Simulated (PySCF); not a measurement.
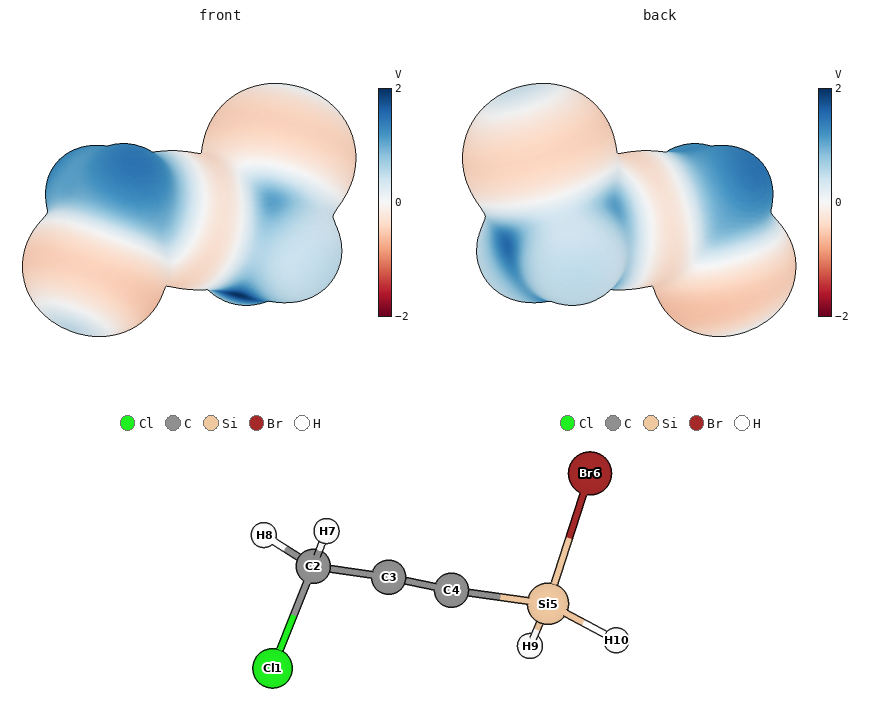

*C₃H₄BrClSi (SMILES ClCC#C[SiH2]Br). The molecular electrostatic potential painted on the density surface at 0.002 e/bohr³, seen from the front and from behind; red is negative and blue positive. The bare structure is drawn below in the same view.*

Geometry: GFN2-xTB.

These are results of B3LYP/def2-SVPD, SCF density, gas phase in PySCF 2.14.0, not measurements.

```yaml
atoms:
  - { symbol: Cl, position_ang: [-3.0468, -1.1745, 0.5272] }
  - { symbol: C, position_ang: [-2.2023, 0.3254, -0.0186] }
  - { symbol: C, position_ang: [-0.7805, 0.1154, -0.0079] }
  - { symbol: C, position_ang: [0.4018, -0.1181, 0.0223] }
  - { symbol: Si, position_ang: [2.2235, -0.3815, 0.0327] }
  - { symbol: Br, position_ang: [3.1144, 1.5402, -0.6614] }
  - { symbol: H, position_ang: [-2.4865, 1.1228, 0.6698] }
  - { symbol: H, position_ang: [-2.5589, 0.5466, -1.0259] }
  - { symbol: H, position_ang: [2.6215, -1.3832, -0.9436] }
  - { symbol: H, position_ang: [2.7225, -0.5885, 1.3829] }
```

Q: Where is the surface potential most negative and most positive?

A: The most negative region (about −0.6 V, or −14 kcal/mol for a unit charge) lies over Cl1, the most positive (about +1.8 V, or +42 kcal/mol for a unit charge) over Si5. Cl1 shows a σ-hole: about +0.5 V, or +12 kcal/mol for a unit charge at the tip opposite its bond, against about −0.5 V, or −12 kcal/mol for a unit charge on its flanks. Br6 shows a σ-hole: about +0.4 V, or +9 kcal/mol for a unit charge at the tip opposite its bond, against about −0.4 V, or −9 kcal/mol for a unit charge on its flanks.
